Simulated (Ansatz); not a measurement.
The figure comes from a scan of ZnS (zinc blende): a phonon pattern at L = (0.5, 0.0, 0.0) is frozen into a 4-atom cell, Q being the largest atomic displacement. Level of theory: r2SCAN (plane waves to 500 eV, PAW, scalar-relativistic; Ansatz, a quantum-chemistry and plane-wave program). k mesh 11×11×11 (Γ-centred), Fermi-Dirac smearing 0.05 eV. E stands for the smeared free energy. The PAW data are Ansatz's earlier set. ZnS was relaxed with its symmetry unable to fall. The zero of ΔE is the undisplaced structure.

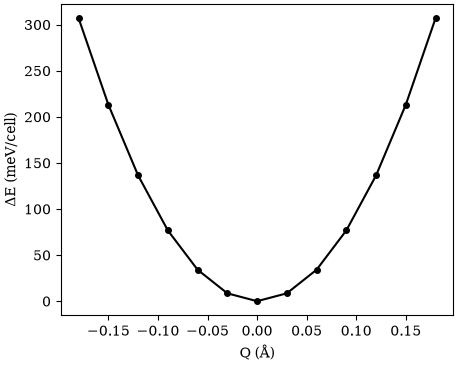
Figure. ΔE (meV/cell) against Q (Å); markers are the computed points, lines only join them.

Question: Turn the plot into a table (rounded to what can be read).

Answer: To the nearest 5:

```
Q (Å)   ΔE (meV/cell)
------  -------------
-0.180            305
-0.150            215
-0.120            135
-0.090             75
-0.060             35
-0.030             10
0.000               0
0.030              10
0.060              35
0.090              75
0.120             135
0.150             215
0.180             305
```

(A displaced cell: forces are minus the slopes of the energy, force constants its curvatures, and phonons follow from these.)
